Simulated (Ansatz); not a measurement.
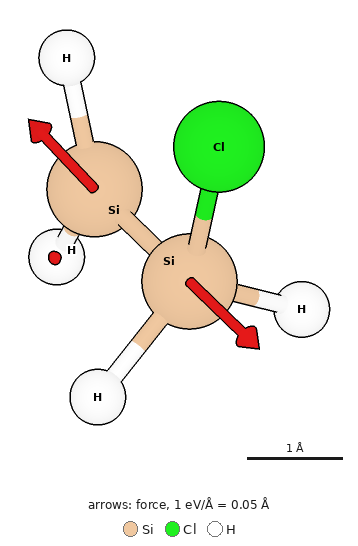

Starting geometry of Si2H4Cl (charge +1) with the computed forces as red arrows. A ball-and-stick model, seen from a free direction.

It is one of the separated reactants of a reaction.

Computed with Ansatz, RKS PBE-D4/def2-SVP.

Input file:
```yaml
crystal:
  periodic: [false, false, false]
  atoms:
    - {symbol: Si, position_ang: [-0.759930, 0.124104, -0.494212]}
    - {symbol: Si, position_ang: [0.666835, 0.023487, 0.393917]}
    - {symbol: Cl, position_ang: [0.465748, -1.993001, 0.877244]}
    - {symbol: H, position_ang: [-1.592127, -1.110386, -0.622014]}
    - {symbol: H, position_ang: [-0.912026, 1.430023, -0.979757]}
    - {symbol: H, position_ang: [0.395252, 1.096829, 1.526980]}
    - {symbol: H, position_ang: [1.736248, 0.428944, -0.702157]}
basis:
  gaussian: {orbitals: def2-SVP}
total_charge: 1
hamiltonian: {xc: pbe, dispersion: d4}
relax: {f_tol: 0.03, max_steps: 250}
```

Launched with:
```bash
ansatz run in.yaml --threads 2 --pin off --events-out ev --progress --plain --max-ram 4352MiB
```

### Is this structure relaxed? If not, where do the atoms go?

It isn't relaxed: the largest force vector, on Si2, is 25.08 eV/Å. The final displacements follow the starting forces only in part (cosine between the two patterns 0.43). Over 7 accepted moves (8 points after the start) the energy falls by 613.3 kJ/mol. The largest force component goes from 21 to 0.013 eV/Å. The line search rejected the trial step at point 5 of the run. The largest move after the best rigid fit is that of H5, 0.70 Å. By element the largest moves are H 0.70 Å, Cl 0.53 Å, Si 0.39 Å. Some distances before and after: Si1–Cl3 2.805 → 3.515 Å, Si1–Si2 1.684 → 2.391 Å, Si1–H5 1.402 → 1.502 Å, Si2–H6 1.584 → 1.500 Å. Bond angles that change, for instance: H4–Si1–H5 132.8° → 112.5°, Si2–Si1–H5 109.3° → 124.3°, Si1–Si2–Cl3 95.6° → 104.7°.
